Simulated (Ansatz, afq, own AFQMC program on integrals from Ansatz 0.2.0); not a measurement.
**H₃O₂ (doublet): quantum Monte Carlo beside coupled cluster at distance O1–H3 along a hydrogen transfer = 1.072 Å, cc-pVTZ**

How near does AFQMC come to the top of the ladder for H₃O₂ (doublet)?

Program: Ansatz 0.2.0, Gaussian basis, and an in-house AFQMC program (afq) on its integrals; all values are calculated. Level of theory: cc-pVTZ, frozen cores. These are calculated values, not measurements.

The runs, in order: CCSD(T) on UHF; CCSD(T) on UHF; PBE (unrestricted); CCSD(T) on UHF; r2SCAN (unrestricted); PBE0 (unrestricted); B3LYP (unrestricted); wB97M-V (unrestricted); B2PLYP (unrestricted); Phaseless AFQMC, CISD trial on UHF.

### 1 What is computed

The geometry derives from fragments relaxed apart (PBE0/def2-TZVP) and kept rigid, so it is no stationary point. A hydrogen atom is moved between rigid fragments.

5 atoms, charge 0, spin multiplicity 2.

Atoms are counted from 1 here; the program's logs count them from 0.

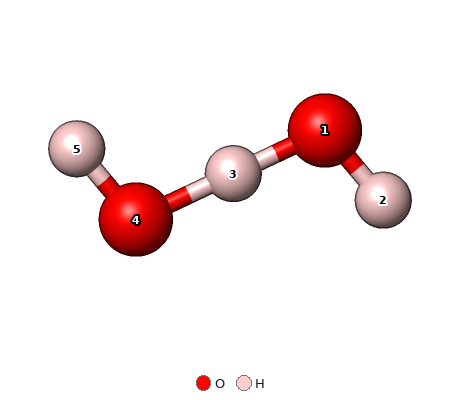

The structure; oxygen red, hydrogen pink; atoms are numbered from 1 in the order of the file.

### 2 CCSD(T) on UHF

in.yaml reads:

```yaml
crystal:
  periodic: [false, false, false]
  atoms:
    - {symbol: O, position_ang: [-1.105095, 0.000385, 0.000000]}
    - {symbol: H, position_ang: [-1.354404, 0.926961, 0.000000]}
    - {symbol: H, position_ang: [-0.033095, 0.000385, 0.000000]}
    - {symbol: O, position_ang: [1.106905, 0.000385, 0.000000]}
    - {symbol: H, position_ang: [1.358764, -0.939565, 0.000000]}
basis:
  gaussian: {orbitals: cc-pVTZ}
magnetization: {spin_polarized: true, initial_magnetization: 1}
correlation: {method: ccsd_t, electrons: outside_noble_gas, hamiltonian_folder: ham}
```

Command:

```
ansatz run in.yaml --threads 1 --pin off --events-out ev --progress --plain --max-ram 16896MiB --backend cuda --devices 0, --max-vram 18GiB
```

Log (excerpt; [...] marks lines left out):

```text
Functional definition: HF
  name "HF"
  cite "Fock, Z. Phys. 61, 126 (1930) doi:10.1007/BF01340294"
  parent pbe
[...]
608 factors; integrals over basis functions are off by at most 1.2e-3 eV
[...]
mean field -4120.36294865 eV, -151.4205454807 hartree, gradient 2.2e-6 eV, S^2 0.786358; 8 other end points of the search recorded, 0 dependent functions left out
determinant -4120.36294865 eV, -151.4205454807 hartree, with singles and doubles -4134.20162223 eV, -151.9291073546 hartree
determinant -4120.20639812 eV, -151.4147923548 hartree, with singles and doubles -4133.71102234 eV, -151.9110781412 hartree
determinant -4119.73690297 eV, -151.3975387262 hartree, with singles and doubles -4133.37833794 eV, -151.8988522148 hartree
determinant -4117.80156463 eV, -151.3264163539 hartree, with singles and doubles -4132.47642829 eV, -151.8657076467 hartree
determinant -4120.36294865 eV, -151.4205454807 hartree, with singles and doubles -4134.15364902 eV, -151.9273443714 hartree
determinant -4120.20639812 eV, -151.4147923548 hartree, with singles and doubles -4133.71974640 eV, -151.9113987444 hartree
2 core orbitals not correlated: weight in the atoms' cores, before any rotation towards them, 1.000 or more for the frozen orbitals, at most 0.000 for the correlated occupied ones
reference -4120.36294865 eV, -151.4205454807 hartree; 8, 7 occupied and 92, 93 virtual orbitals, 608 factors
second order -13.30644867 eV of doubles, -0.00000000 eV of singles
cycle   1  -13.79070380 eV  change   -3.4e-6 eV  update   2.8e-6
perturbative correction -0.45433403 eV, -0.0166964675 hartree
Total energy: -4134.60798647 eV, -151.9440409650 hartree
```

Run time: 5.5 s. Hardware: 1 × NVIDIA H100 80GB HBM3 with 1 thread of AMD EPYC 7R13 (Zen 3), shared host; peak host memory 2 GiB.

From the report: ⟨S²⟩ of the determinant 0.786 (pure doublet: 0.75); correlation -14.2450 eV; T1 0.021; largest double amplitude 0.04.

This run also writes the integrals to the folder ham.

### 3 CCSD(T) on UHF

in.yaml: that of step 2 with these lines changed.

```diff
@@ -9,4 +9,4 @@
 basis:
-  gaussian: {orbitals: cc-pVTZ}
+  gaussian: {orbitals: def2-TZVPP}
 magnetization: {spin_polarized: true, initial_magnetization: 1}
-correlation: {method: ccsd_t, electrons: outside_noble_gas, hamiltonian_folder: ham}
+correlation: {method: ccsd_t, electrons: outside_noble_gas}
```

Launched as before.

Log (excerpt; [...] marks lines left out):

```text
Functional definition: HF
  name "HF"
  cite "Fock, Z. Phys. 61, 126 (1930) doi:10.1007/BF01340294"
  parent pbe
[...]
646 factors; integrals over basis functions are off by at most 1.2e-3 eV
[...]
mean field -4120.60754273 eV, -151.4295341471 hartree, gradient 5.3e-6 eV, S^2 0.786675; 8 other end points of the search recorded, 0 dependent functions left out
determinant -4120.60754273 eV, -151.4295341471 hartree, with singles and doubles -4134.41975857 eV, -151.9371237171 hartree
determinant -4120.48480919 eV, -151.4250237728 hartree, with singles and doubles -4133.95511395 eV, -151.9200483424 hartree
determinant -4120.02613561 eV, -151.4081678298 hartree, with singles and doubles -4133.63244424 eV, -151.9081904490 hartree
determinant -4118.06845449 eV, -151.3362243754 hartree, with singles and doubles -4132.71142028 eV, -151.8743434429 hartree
determinant -4120.60754273 eV, -151.4295341471 hartree, with singles and doubles -4134.37297245 eV, -151.9354043590 hartree
determinant -4120.48480919 eV, -151.4250237728 hartree, with singles and doubles -4133.96961979 eV, -151.9205814221 hartree
2 core orbitals not correlated: weight in the atoms' cores, before any rotation towards them, 1.000 or more for the frozen orbitals, at most 0.000 for the correlated occupied ones
reference -4120.60754273 eV, -151.4295341471 hartree; 8, 7 occupied and 94, 95 virtual orbitals, 646 factors
second order -13.26678546 eV of doubles, -0.00000000 eV of singles
cycle   1  -13.76543297 eV  change   -3.2e-6 eV  update   2.8e-6
perturbative correction -0.45449454 eV, -0.0167023661 hartree
Total energy: -4134.82747023 eV, -151.9521068443 hartree
```

It took 4.9 s on 1 × NVIDIA H100 80GB HBM3 with 1 thread of AMD EPYC 7R13 (Zen 3), shared host; peak host memory 2 GiB.

From the report: ⟨S²⟩ of the determinant 0.787 (pure doublet: 0.75); correlation -14.2199 eV; T1 0.022; largest double amplitude 0.05.

### 4 PBE (unrestricted)

in.yaml: that of step 3 with these lines changed.

```diff
@@ -9,4 +9,5 @@
 basis:
-  gaussian: {orbitals: def2-TZVPP}
+  gaussian: {orbitals: cc-pVTZ}
 magnetization: {spin_polarized: true, initial_magnetization: 1}
-correlation: {method: ccsd_t, electrons: outside_noble_gas}
+hamiltonian: {xc: {name: PBE}}
+output: {orbitals: {seedname: orbitals}}
```

Command:

```
ansatz run in.yaml --threads 1 --pin off --events-out ev --progress --plain --max-ram 5632MiB --backend cpu
```

Log:

```text
Functional definition: PBE
  name "PBE"
  cite "Perdew, Burke & Ernzerhof, Phys. Rev. Lett. 77, 3865 (1996) doi:10.1103/PhysRevLett.77.3865"
  parent pbe
  parameter kappa = 0.804
  parameter beta = 0.06672455060314922
  exchange = pbe_x(kappa = kappa, mu = beta*pi^2/3)
  correlation = pbe_c(beta = beta)
514 factors; their error is unknown
mean field evaluation 1: about -4131.7801 eV, gradient 4.3e1 eV
mean field evaluation 2: about -4115.0025 eV, gradient 7.5e1 eV
mean field evaluation 4: about -4137.1912 eV, gradient 8.9e0 eV
mean field evaluation 8: about -4137.5035 eV, gradient 2.9e-2 eV
mean field evaluation 16: about -4137.4881 eV, gradient 5.4e-5 eV
mean field evaluation 32: about -4137.5001 eV, gradient 3.4e-1 eV
mean field evaluation 64: about -4136.5325 eV, gradient 2.1e-6 eV
mean field -4137.50048025 eV, -152.0503381506 hartree, gradient 2.1e-6 eV, S^2 0.752852; 8 other end points of the search recorded, 0 dependent functions left out
reference -4137.50050189 eV, -152.0503389457 hartree; 10, 9 occupied and 92, 93 virtual orbitals, 514 factors
Total energy: -4137.50050189 eV, -152.0503389457 hartree
```

It took 13 s on 1 thread of AMD EPYC 7R13 (Zen 3), shared host; peak memory 2 GiB.

From the report: ⟨S²⟩ of the determinant 0.753 (pure doublet: 0.75).

### 5 CCSD(T) on UHF

in.yaml: that of step 4 with these lines changed.

```diff
@@ -9,5 +9,4 @@
 basis:
-  gaussian: {orbitals: cc-pVTZ}
+  gaussian: {orbitals: "def2-QZVPP.json"}
 magnetization: {spin_polarized: true, initial_magnetization: 1}
-hamiltonian: {xc: {name: PBE}}
-output: {orbitals: {seedname: orbitals}}
+correlation: {method: ccsd_t, electrons: outside_noble_gas}
```

Command:

```
ansatz run in.yaml --threads 1 --pin off --events-out ev --progress --plain --max-ram 16896MiB --backend cuda --devices 0, --max-vram 18GiB
```

Log (excerpt; [...] marks lines left out):

```text
Functional definition: HF
  name "HF"
  cite "Fock, Z. Phys. 61, 126 (1930) doi:10.1007/BF01340294"
  parent pbe
[...]
1269 factors; integrals over basis functions are off by at most 1.6e-3 eV
[...]
mean field -4120.80748940 eV, -151.4368820518 hartree, gradient 1.3e-6 eV, S^2 0.787090; 8 other end points of the search recorded, 0 dependent functions left out
determinant -4120.80748940 eV, -151.4368820518 hartree, with singles and doubles -4135.70775479 eV, -151.9844567051 hartree
determinant -4120.71127511 eV, -151.4333462418 hartree, with singles and doubles -4135.26994520 eV, -151.9683674995 hartree
determinant -4120.26168699 eV, -151.4168241832 hartree, with singles and doubles -4134.94672196 eV, -151.9564892643 hartree
determinant -4118.28838347 eV, -151.3443066165 hartree, with singles and doubles -4134.01239185 eV, -151.9221532663 hartree
determinant -4120.80748940 eV, -151.4368820518 hartree, with singles and doubles -4135.52552247 eV, -151.9777597907 hartree
determinant -4120.71127511 eV, -151.4333462418 hartree, with singles and doubles -4135.14955560 eV, -151.9639432631 hartree
2 core orbitals not correlated: weight in the atoms' cores, before any rotation towards them, 1.000 or more for the frozen orbitals, at most 0.000 for the correlated occupied ones
reference -4120.80748940 eV, -151.4368820518 hartree; 8, 7 occupied and 194, 195 virtual orbitals, 1269 factors
second order -14.35778643 eV of doubles, -0.00000000 eV of singles
cycle   1  -14.71803964 eV  change   -6.6e-6 eV  update   4.8e-6
perturbative correction -0.53510715 eV, -0.0196648252 hartree
Total energy: -4136.06063620 eV, -151.9974248577 hartree
```

Wall time 11 s (1 × NVIDIA H100 80GB HBM3 with 1 thread of AMD EPYC 7R13 (Zen 3), shared host); peak host memory 2 GiB.

From the report: ⟨S²⟩ of the determinant 0.787 (pure doublet: 0.75); correlation -15.2531 eV; T1 0.023; largest double amplitude 0.05.

### 6 r2SCAN (unrestricted)

in.yaml: that of step 5 with these lines changed.

```diff
@@ -9,4 +9,4 @@
 basis:
-  gaussian: {orbitals: "def2-QZVPP.json"}
+  gaussian: {orbitals: cc-pVTZ}
 magnetization: {spin_polarized: true, initial_magnetization: 1}
-correlation: {method: ccsd_t, electrons: outside_noble_gas}
+hamiltonian: {xc: {name: r2SCAN}}
```

Command:

```
ansatz run in.yaml --threads 1 --pin off --events-out ev --progress --plain --max-ram 5632MiB --backend cpu
```

Log:

```text
Functional definition: r2SCAN
  name "r2SCAN"
  cite "Furness, Kaplan, Ning, Perdew & Sun, J. Phys. Chem. Lett. 11, 8208 (2020) doi:10.1021/acs.jpclett.0c02405"
  cite "Furness, Kaplan, Ning, Perdew & Sun, J. Phys. Chem. Lett. 11, 9248 (2020) doi:10.1021/acs.jpclett.0c03077"
  parent r2scan
  parameter k0 = 0.174
  parameter k1 = 0.065
  parameter a1 = 4.9479
  exchange = r2scan_x(k0 = k0, k1 = k1, a1 = a1)
  correlation = r2scan_c
514 factors; their error is unknown
mean field evaluation 1: about -4134.9625 eV, gradient 3.9e1 eV
mean field evaluation 2: about -4125.6370 eV, gradient 6.1e1 eV
mean field evaluation 4: about -4139.6636 eV, gradient 1.8e0 eV
mean field evaluation 8: about -4139.6809 eV, gradient 2.0e-1 eV
mean field evaluation 16: about -4139.6670 eV, gradient 3.4e-4 eV
mean field evaluation 32: about -4139.8249 eV, gradient 1.2e-5 eV
mean field -4139.82490820 eV, -152.1357593022 hartree, gradient 5.4e-6 eV, S^2 0.756569; 5 other end points of the search recorded, 0 dependent functions left out
reference -4139.82491485 eV, -152.1357595467 hartree; 10, 9 occupied and 92, 93 virtual orbitals, 514 factors
Total energy: -4139.82491485 eV, -152.1357595467 hartree
```

Run time: 9.5 s. Hardware: 1 thread of AMD EPYC 7R13 (Zen 3), shared host; peak memory 2 GiB.

From the report: ⟨S²⟩ of the determinant 0.757 (pure doublet: 0.75).

### 7 PBE0 (unrestricted)

in.yaml: that of step 6 with these lines changed.

```diff
@@ -11,2 +11,3 @@
 magnetization: {spin_polarized: true, initial_magnetization: 1}
-hamiltonian: {xc: {name: r2SCAN}}
+hamiltonian: {xc: {name: PBE0}}
+output: {orbitals: {seedname: orbitals}}
```

Launched as before.

Log:

```text
Functional definition: PBE0
  name "PBE0"
  cite "Adamo & Barone, J. Chem. Phys. 110, 6158 (1999) doi:10.1063/1.478522"
  cite "Perdew, Burke & Ernzerhof, Phys. Rev. Lett. 77, 3865 (1996) doi:10.1103/PhysRevLett.77.3865"
  parent pbe
  parameter a = 0.25
  parameter kappa = 0.804
  parameter beta = 0.06672455060314922
  exchange = (1 - a)*pbe_x(kappa = kappa, mu = beta*pi^2/3) + a*exact_x
  correlation = pbe_c(beta = beta)
514 factors; their error is unknown
mean field evaluation 1: about -4133.2609 eV, gradient 3.5e1 eV
mean field evaluation 2: about -4129.5399 eV, gradient 4.7e1 eV
mean field evaluation 4: about -4137.0524 eV, gradient 9.5e-1 eV
mean field evaluation 8: about -4137.0548 eV, gradient 3.6e-2 eV
mean field evaluation 16: about -4137.0513 eV, gradient 3.8e-4 eV
mean field evaluation 32: about -4137.2983 eV, gradient 6.2e-4 eV
mean field -4137.29828908 eV, -152.0429077622 hartree, gradient 7.4e-6 eV, S^2 0.757817; 3 other end points of the search recorded, 0 dependent functions left out
reference -4137.29830401 eV, -152.0429083107 hartree; 10, 9 occupied and 92, 93 virtual orbitals, 514 factors
Total energy: -4137.29830401 eV, -152.0429083107 hartree
```

Wall time 4.8 s (1 thread of AMD EPYC 7R13 (Zen 3), shared host); peak memory 2 GiB.

From the report: ⟨S²⟩ of the determinant 0.758 (pure doublet: 0.75).

### 8 B3LYP (unrestricted)

in.yaml: that of step 7 with these lines changed.

```diff
@@ -11,3 +11,2 @@
 magnetization: {spin_polarized: true, initial_magnetization: 1}
-hamiltonian: {xc: {name: PBE0}}
-output: {orbitals: {seedname: orbitals}}
+hamiltonian: {xc: {name: B3LYP}}
```

The command is unchanged.

Log (excerpt; [...] marks lines left out):

```text
Functional definition: B3LYP
  name "B3LYP"
  cite "Stephens, Devlin, Chabalowski & Frisch, J. Phys. Chem. 98, 11623 (1994) doi:10.1021/j100096a001"
  cite "Becke, Phys. Rev. A 38, 3098 (1988) doi:10.1103/PhysRevA.38.3098"
  cite "Lee, Yang & Parr, Phys. Rev. B 37, 785 (1988) doi:10.1103/PhysRevB.37.785"
  cite "Vosko, Wilk & Nusair, Can. J. Phys. 58, 1200 (1980) doi:10.1139/p80-159"
[...]
514 factors; their error is unknown
[...]
mean field -4141.89003222 eV, -152.2116512103 hartree, gradient 1.1e-6 eV, S^2 0.756387; 3 other end points of the search recorded, 0 dependent functions left out
reference -4141.89017808 eV, -152.2116565704 hartree; 10, 9 occupied and 92, 93 virtual orbitals, 514 factors
Total energy: -4141.89017808 eV, -152.2116565704 hartree
```

Run time: 4.9 s. Hardware: 1 thread of AMD EPYC 7R13 (Zen 3), shared host; peak memory 2 GiB.

From the report: ⟨S²⟩ of the determinant 0.756 (pure doublet: 0.75).

### 9 wB97M-V (unrestricted)

in.yaml: that of step 8 with these lines changed.

```diff
@@ -11,2 +11,3 @@
 magnetization: {spin_polarized: true, initial_magnetization: 1}
-hamiltonian: {xc: {name: B3LYP}}
+hamiltonian: {xc: {name: wB97M-V}}
+output: {orbitals: {seedname: orbitals}}
```

Same command.

Log (excerpt; [...] marks lines left out):

```text
Functional definition: wB97M-V
  name "wB97M-V"
  cite "Mardirossian & Head-Gordon, J. Chem. Phys. 144, 214110 (2016) doi:10.1063/1.4952647"
  cite "Becke, J. Chem. Phys. 107, 8554 (1997) doi:10.1063/1.475007"
  cite "Vydrov & Van Voorhis, J. Chem. Phys. 133, 244103 (2010) doi:10.1063/1.3521275"
  # Of w^i u^j: cxij and so on, Table III.
[...]
  gx(w, u) = 1 - cx + cx01*u + cx10*w
  gss(w, u) = css00 + css04*u^4 + css10*w + css20*w^2 + css43*w^4*u^3
  gos(w, u) = cos00 + cos10*w + (cos20 + cos21*u)*w^2 + (cos60 + cos61*u)*w^6
[...]
      + integral(e_c_pw_mod_opposite_spin*gos(b97_w_opposite, b97_u_opposite)) + vv10(b, c)
514 factors; their error is unknown
117 factors; integrals over basis functions are off by at most 1.2e-5 eV
[...]
mean field -4140.02761017 eV, -152.1432084623 hartree, gradient 7.2e-6 eV, S^2 0.757232; 2 other end points of the search recorded, 0 dependent functions left out
reference -4140.02763566 eV, -152.1432093991 hartree; 10, 9 occupied and 92, 93 virtual orbitals, 514 factors
Total energy: -4140.02763566 eV, -152.1432093991 hartree
```

Run time: 9.5 s. Hardware: 1 thread of AMD EPYC 7R13 (Zen 3), shared host; peak memory 2 GiB.

From the report: ⟨S²⟩ of the determinant 0.757 (pure doublet: 0.75).

### 10 B2PLYP (unrestricted)

in.yaml: that of step 9 with these lines changed.

```diff
@@ -11,3 +11,3 @@
 magnetization: {spin_polarized: true, initial_magnetization: 1}
-hamiltonian: {xc: {name: wB97M-V}}
-output: {orbitals: {seedname: orbitals}}
+hamiltonian: {xc: {name: B2PLYP}}
+correlation: {electrons: outside_noble_gas}
```

Launched as before.

Log (excerpt; [...] marks lines left out):

```text
Functional definition: B2PLYP
  name "B2PLYP"
  cite "Grimme, J. Chem. Phys. 124, 034108 (2006) doi:10.1063/1.2148954"
  cite "Becke, Phys. Rev. A 38, 3098 (1988) doi:10.1103/PhysRevA.38.3098"
  cite "Lee, Yang & Parr, Phys. Rev. B 37, 785 (1988) doi:10.1103/PhysRevB.37.785"
[...]
608 factors; integrals over basis functions are off by at most 1.2e-3 eV
[...]
mean field -4134.56833121 eV, -151.9425836609 hartree, gradient 3.6e-6 eV, S^2 0.766742; 2 other end points of the search recorded, 0 dependent functions left out
2 core orbitals not correlated: weight in the atoms' cores, before any rotation towards them, 1.000 or more for the frozen orbitals, at most 0.000 for the correlated occupied ones
reference -4134.56841962 eV, -151.9425869099 hartree; 8, 7 occupied and 92, 93 virtual orbitals, 608 factors
second order -16.11889942 eV of doubles, -0.00000000 eV of singles
Total energy: -4138.92052246 eV, -152.1025237393 hartree
```

It took 4 s on 1 thread of AMD EPYC 7R13 (Zen 3), shared host; peak memory 2 GiB.

From the report: ⟨S²⟩ of the determinant 0.767 (pure doublet: 0.75).

### 11 Phaseless AFQMC, CISD trial on UHF

It reads the integrals that the CCSD(T) run on this determinant wrote.

Command:

```
afq ham --method phaseless --trial cisd --walkers 900 --populations 20 --least-time 60 --time-step 0.005 --steps-per-block 50 --equilibration-blocks 28 --max-blocks 4000 --target-error 0.00023 --factor-cut 1e-05 --start spin_pure --seed 8551 --release-times 0.24,0.51,0.99,1.5 --release-step 0.03 --release-every 4 --taylor-order 6
```

Log:

```text
orbitals 100  electrons 8 7  factors 608 of 608
reference energy -151.42054548 Eh
CCSD correlation -0.50679909 Eh in 16 cycles, weight of the determinant in the CISD state 0.8747
energy of the start -151.924255 Eh
 block  time / (1/Eh)  mean weight  energy / Eh
     1     0.250  1.0012  -151.923723
     2     0.500  0.9987  -151.931987
     3     0.750  1.0000  -151.938774
     4     1.000  1.0002  -151.940925
     5     1.250  0.9984  -151.944485
     6     1.500  0.9995  -151.942343
     7     1.750  1.0010  -151.941767
     8     2.000  0.9999  -151.942710
     9     2.250  0.9999  -151.940982
    10     2.500  1.0001  -151.944405
    13     3.250  1.0000  -151.942496
    17     4.250  1.0009  -151.948743
    21     5.250  1.0004  -151.949989
    25     6.250  1.0008  -151.945250
    29     7.250  1.0006  -151.940828
    33     8.250  1.0002  -151.941947
    37     9.250  1.0002  -151.946710
    41    10.250  1.0004  -151.941904
    45    11.250  0.9990  -151.944813
    49    12.250  0.9995  -151.944056
    53    13.250  0.9987  -151.940628
    57    14.250  0.9997  -151.944431
    61    15.250  1.0009  -151.942504
    65    16.250  0.9995  -151.945634
    69    17.250  0.9983  -151.941987
    73    18.250  1.0011  -151.942739
    77    19.250  1.0000  -151.943624
    81    20.250  0.9993  -151.943361
    85    21.250  0.9976  -151.944496
    89    22.250  1.0016  -151.938841
    93    23.250  0.9998  -151.942566
    97    24.250  1.0013  -151.939916
   101    25.250  0.9999  -151.941097
   105    26.250  0.9986  -151.939898
   109    27.250  1.0000  -151.941438
   113    28.250  0.9988  -151.945333
   117    29.250  1.0012  -151.944645
   121    30.250  0.9978  -151.945339
   125    31.250  1.0007  -151.948539
   129    32.250  1.0009  -151.946449
   133    33.250  0.9991  -151.942876
   137    34.250  1.0007  -151.943478
   141    35.250  1.0006  -151.947005
   145    36.250  1.0009  -151.943035
   149    37.250  1.0010  -151.944101
   153    38.250  1.0007  -151.943416
   157    39.250  1.0012  -151.944653
   161    40.250  1.0003  -151.943501
   165    41.250  0.9985  -151.938331
   169    42.250  0.9999  -151.940711
   173    43.250  0.9977  -151.940130
   177    44.250  1.0001  -151.943223
   181    45.250  1.0004  -151.941853
   185    46.250  0.9987  -151.942505
error from the spread of 20 populations
released: time / (1/Eh)  energy / Eh  error  mean overlap
  0.24  -151.944490  0.000302  0.9964
  0.51  -151.945188  0.000259  0.9948
  0.99  -151.945244  0.000333  0.9825
  1.50  -151.945697  0.000550  0.9740
energy -151.943546 +/- 0.000226 Eh
```

It took 2 min on 1 × NVIDIA H100 80GB HBM3 with 2 threads of AMD EPYC 7R13 (Zen 3), shared host; peak host memory 2 GiB.

Energy -4134.5945 ± 0.0061 eV. Caveats: constraint bias not in the error.

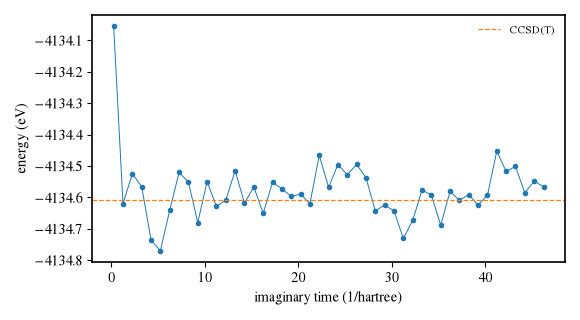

Block energies along the walk.

### 12 AFQMC on the ladder

On the UHF determinant, counted from CCSD(T) (a yardstick, not exact):

| level | energy (eV) | from CCSD(T) (meV) | statistical error (meV) | time |
| --- | --- | --- | --- | --- |
| HF | -4120.3629 | +14245.0 |  |  |
| MP2 | -4133.6694 | +938.6 |  |  |
| CCSD | -4134.1537 | +454.3 |  |  |
| CCSD(T) | -4134.6080 | 0.0 |  |  |
| Phaseless AFQMC, CISD trial, step 0.005, 900 walkers | -4134.5945 | +13.5 | 6.1 | 2 min |

The functionals' totals stand on their own zeros and serve differences with other points: PBE -4137.501 eV; r2SCAN -4139.825 eV; PBE0 -4137.298 eV; B3LYP -4141.890 eV; wB97M-V -4140.028 eV; B2PLYP -4138.921 eV.

### 13 What came out

| quantity | value |
| --- | --- |
| Phaseless AFQMC, CISD trial on UHF from CCSD(T) | +13.5 ± 6.1 meV |

**Reading.** On UHF the phaseless walk with the CISD trial lies +13.5 meV from CCSD(T), within three error bars. Error bars are statistical and leave out the constraint, the time step and what remains of the start.
